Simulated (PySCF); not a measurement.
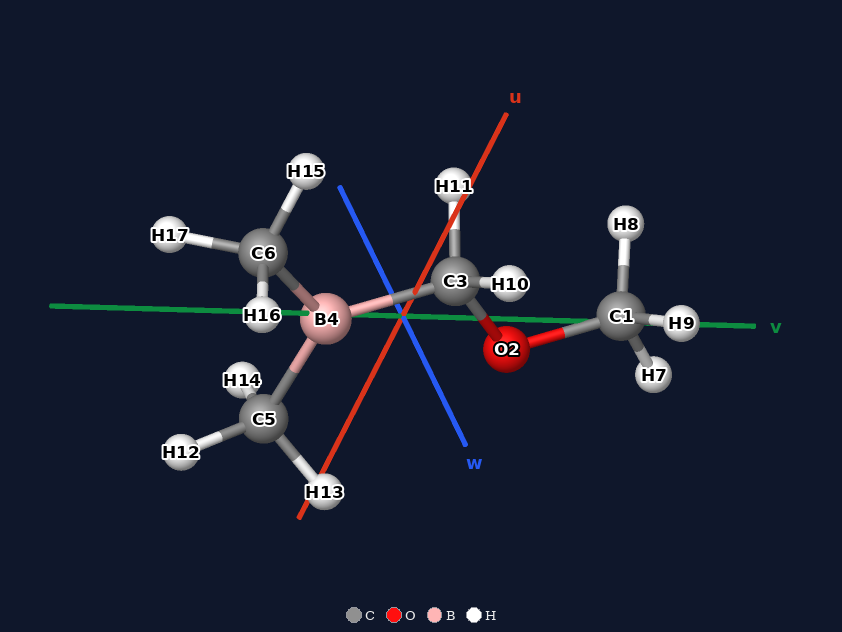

The lines u, v and w are the principal axes of the static dipole polarisability. The computed structure is the end point of a PBE0-D3(BJ)/def2-SVP optimisation. No frequency run is at hand to confirm it as a minimum. Method: PBE/def2-SVPD (PySCF 2.14.0).

> Along which axis is the molecule most polarisable, and along which least?

Most along v (close to the long direction C1···C6), least along w.

> Give the three principal values.

u 75.5, v 87.4, w 61.1 bohr³; mean 74.7, anisotropy 22.9 bohr³.
